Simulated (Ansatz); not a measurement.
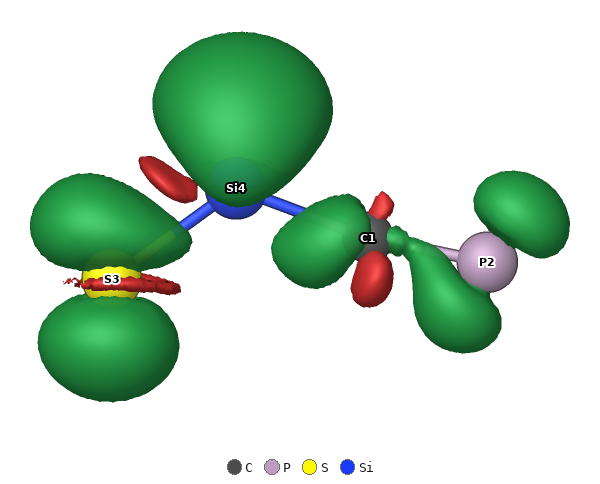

CPSSi (SMILES P#C[Si]=S) (doublet). Isosurfaces of the spin density (α minus β) at +0.015 (green) and −0.015 e/Å³ (red), seen across its widest extent.

Geometry: PBE-D3(BJ)/def2-SVP.

Theory: isolated molecule in a Gaussian basis; Kohn-Sham density functional theory, functional PBE0 in Ansatz 0.2.0.

Question: Where is the unpaired spin?

Answer: The unpaired spin (1 electron) lies mostly on Si4 (about 0.6), S3 (about 0.3) and P2 (about 0.1), in electrons by Hirshfeld's partition.
